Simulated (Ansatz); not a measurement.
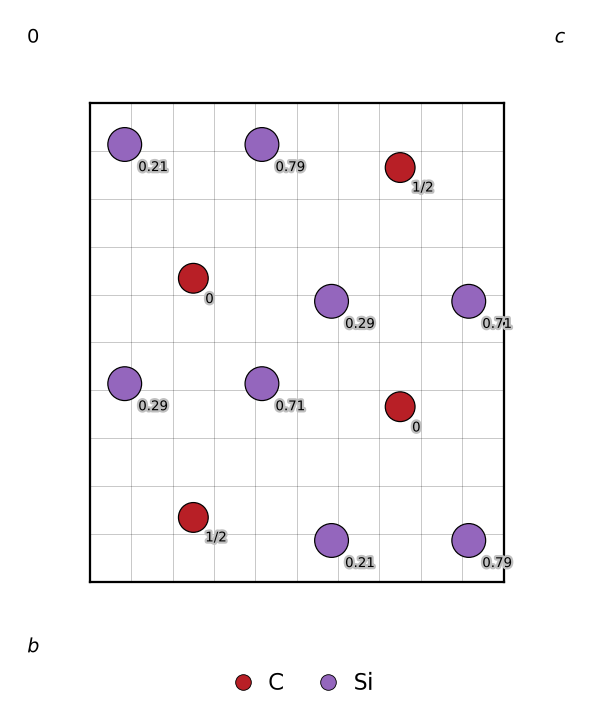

Plan of a unit cell projected along a (b down the page, c across); the numbers are heights as fractions of a, and atoms on the cell's edges are repeated. The grid marks tenths of b and c. Source: the geometry relaxed (final pressure about -5.6 GPa) with Ansatz 0.2.0, DFT, PAW plane waves, r2scan; the starting structure was generated, so it need not be a known form of this composition. Symmetry computed with spglib at a tolerance of 0.002 Å; standard conventional cell.

a = 4.696 Å, b = 5.976 Å, c = 5.167 Å, α = 90.00°, β = 90.00°, γ = 90.00°.

**What does the cell contain?**

4 C, 8 Si: Si2C, Z = 4.

**Which space group?**

Pbcn, No. 60, primitive orthorhombic.

**Give the independent sites, coordinates to two places.**

```json
{"atom": "C", "site": "4c", "symmetry": ".2.", "x": "0.00", "y": "0.37", "z": "0.25"}
{"atom": "Si", "site": "8d", "symmetry": "1", "x": "0.21", "y": "0.09", "z": "0.08"}
```
